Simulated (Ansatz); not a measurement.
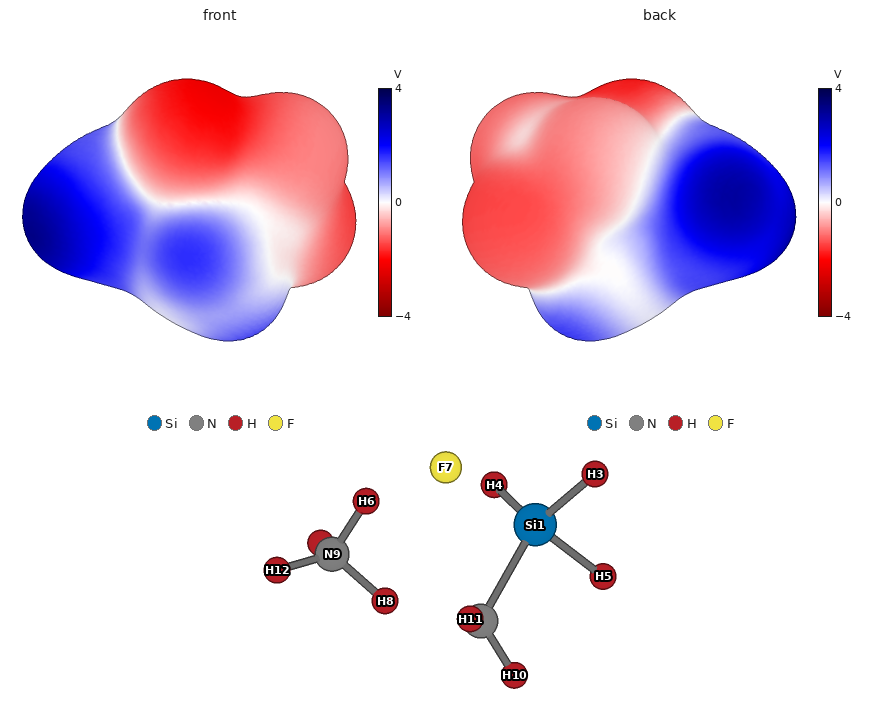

H5NSi···NH4···F. The electrostatic potential painted on the density surface at 0.002 e/bohr³, seen from the front and from behind; red is negative and blue positive. The bare structure is drawn below in the same view.

A transition-state structure; geometry: PBE0-D4/def2-TZVP.

Method: Ansatz 0.2.0, RKS PBE0-D4/def2-TZVPP.

The calculation's input:

```
crystal:
  periodic: [false, false, false]
  atoms:
    - {symbol: Si, position_ang: [-0.928709, 0.873438, -0.679207]}
    - {symbol: N, position_ang: [-0.499331, -0.893021, -0.690001]}
    - {symbol: H, position_ang: [-0.852705, 1.716727, -1.902454]}
    - {symbol: H, position_ang: [-0.915344, 1.496610, 0.686358]}
    - {symbol: H, position_ang: [-2.433997, 0.589575, -0.707130]}
    - {symbol: H, position_ang: [1.346599, 0.358545, 0.619689]}
    - {symbol: F, position_ang: [0.961904, 1.098666, -0.600723]}
    - {symbol: H, position_ang: [0.406615, -0.938365, 0.649785]}
    - {symbol: N, position_ang: [1.187299, -0.478102, 1.284270]}
    - {symbol: H, position_ang: [-1.305614, -1.480847, -0.850996]}
    - {symbol: H, position_ang: [0.199896, -1.106068, -1.392650]}
    - {symbol: H, position_ang: [2.006759, -1.060156, 1.401665]}
    - {symbol: H, position_ang: [0.826528, -0.177101, 2.181494]}
basis:
  gaussian: {orbitals: def2-TZVPP}
hamiltonian: {xc: pbe0, dispersion: d4}
output: {orbitals: {seedname: orbitals}}
```

Run with:

```sh
ansatz run in.yaml --threads 8 --pin off --events-out ev --progress --plain --max-ram 19148MiB
```

Which sites attract a positive test charge, and which a negative one?

A positive charge is drawn to the negative regions and a negative charge to the positive ones. The most negative region (about −2.1 V) lies over F7, the most positive (about +3.2 V) over H12.
